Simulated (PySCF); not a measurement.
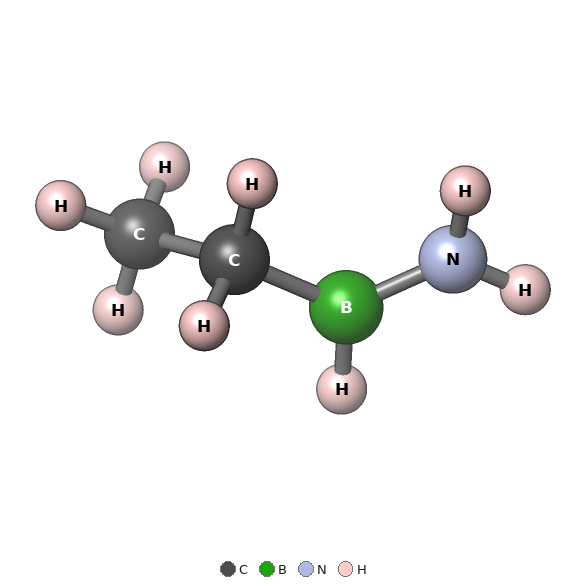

Orthographic view. Distant atoms are faded towards the background colour. Computed geometry: PBE0-D3(BJ)/def2-SVP optimisation. No frequency run is at hand to confirm it as a minimum.

> Write the InChI string.

InChI=1S/C2H8BN/c1-2-3-4/h3H,2,4H2,1H3
